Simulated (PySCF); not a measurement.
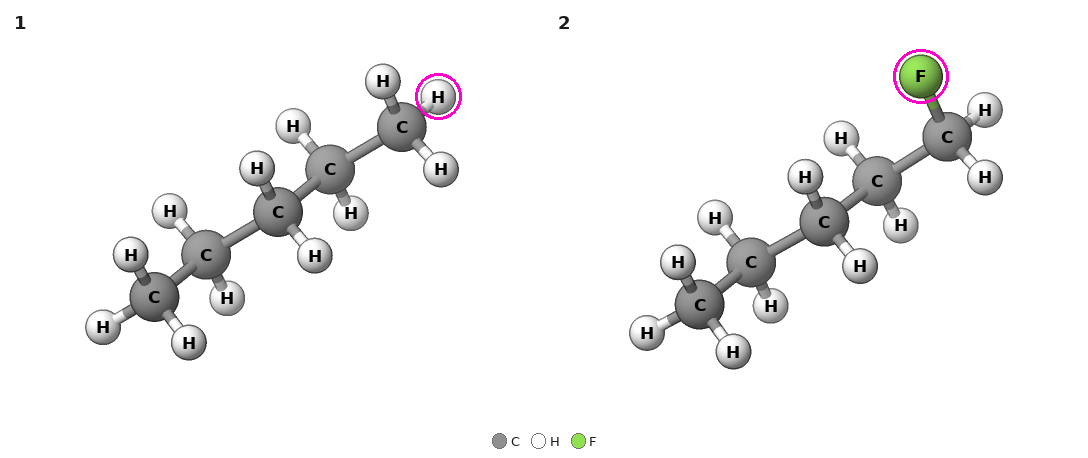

2 molecules with one skeleton, seen from the same side and at one scale; the atom that differs is circled. Each species is neutral and a spin singlet. Computed geometries: PBE0-D3(BJ)/def2-SVP optimisations, one conformation each. Properties computed with PySCF 2.14.0.

One atom differs, called X below: H in panel 1, F in panel 2. Their formulas are C5H12 (`CCCCC`), C5H11F (`CCCCCF`).

In which is the dipole moment larger (CAM-B3LYP/def2-SVPD)?

In panel 2 (X = F).

In which is the length of X–C larger (PBE0-D3(BJ)/def2-SVP)?

In panel 2 (X = F).

Give the values. With PBE0-D3(BJ)/def2-SVP: length of X–C (Å), angle C–C–X (°). With CAM-B3LYP/def2-SVPD: dipole moment (D), HOMO energy (Kohn–Sham orbital) (eV), HOMO–LUMO gap (eV), mean static polarisability (bohr³), lowest vertical singlet excitation (eV).

```
                               quantity   1 (H)   2 (F)   2 − 1
                      length of X–C (Å)   1.101   1.376  +0.275
                        angle C–C–X (°)   111.8   110.5    −1.3
                      dipole moment (D)    0.09    1.87   +1.78
   HOMO energy (Kohn–Sham orbital) (eV)  −10.33  −10.46   −0.13
                     HOMO–LUMO gap (eV)   11.82   11.88   +0.06
     mean static polarisability (bohr³)    64.5    64.5     0.0
lowest vertical singlet excitation (eV)    8.73    8.85   +0.12
```
